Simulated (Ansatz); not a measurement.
Consider ZnSe in the zinc blende structure (space group F-43m, No. 216; a = 5.733 Å).

One thing is altered: cell and atoms relaxed at a pressure of 9 GPa.

Method: plane-wave PAW DFT at the PBE level (Ansatz, a program for electronic structure, 420 eV), no SOC.

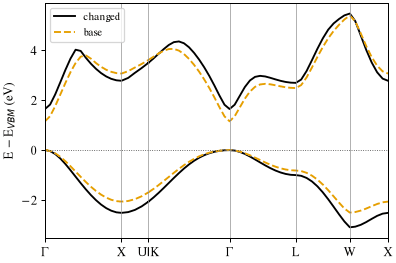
Highest valence and lowest conduction band along the path, each from its own valence-band maximum

The gap is 1.65 eV, direct at Γ; the base has 1.15 eV.

Load acts through the strain it causes; cell and atoms are relaxed under it. Whether these cells are dynamically stable was not tested. Tetrahedral semiconductors of this kind turn to denser phases somewhere between about 1 and 50 GPa; those were not computed, so compressed cells here can lie past the real transition.
